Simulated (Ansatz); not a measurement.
```xyz
11

N    -0.0012    2.2462    1.4064
C     0.3702    1.0526    1.1266
Ge   -0.6772   -0.3263    0.1501
C     0.4315   -1.0826   -1.3143
Cl    1.9056   -1.8478   -0.6060
H    -0.9636    2.4252    1.0570
H     1.3920    0.7505    1.4546
H    -1.0925   -1.4966    1.0803
H    -1.9425    0.3728   -0.4333
H    -0.1174   -1.8575   -1.8835
H     0.7604   -0.2933   -2.0174
```

Level of theory: Ansatz 0.2.0, RKS PBE/def2-SVP.

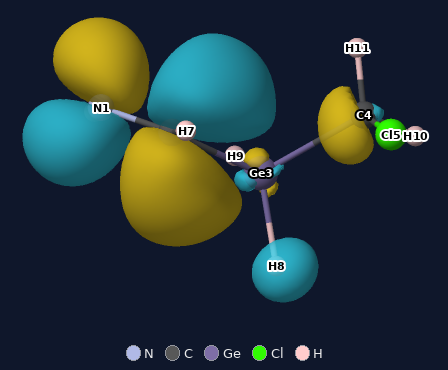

C$_{2}$H$_{6}$ClGeN. The LUMO at ±0.1 Å⁻³ᐟ² (yellow and cyan are the two phases), seen from one side.

What is the character of this orbital?

Answer. It lies mainly on N1 (about 35 %), C2 (about 35 %) and Ge3 (about 10 %); π-antibonding (π*) across N1–C2. Its energy is −1.91 eV.
